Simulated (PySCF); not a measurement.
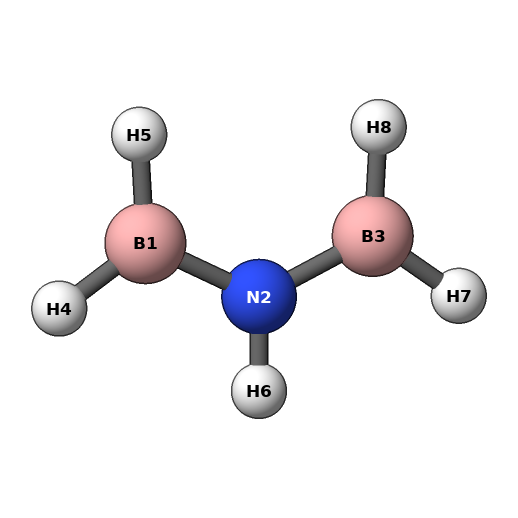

The questions are on isotropic NMR shieldings of the H atoms. The computed structure is the end point of a GFN2-xTB optimisation. No frequency run is at hand to confirm it as a minimum. Properties computed with GIAO PBE0/pcSseg-1 NMR shielding, non-relativistic, gas phase (PySCF 2.14.0).

List the isotropic NMR shieldings of the H atoms.

```tsv
atom	σ (ppm)
H4	26.11
H5	26.15
H6	23.75
H7	26.12
H8	26.16
```

The geometry is semi-empirical. Around B such bond lengths and angles can be off by a tenth of an ångström or more and by several degrees, and values that hang on the shape move with them.
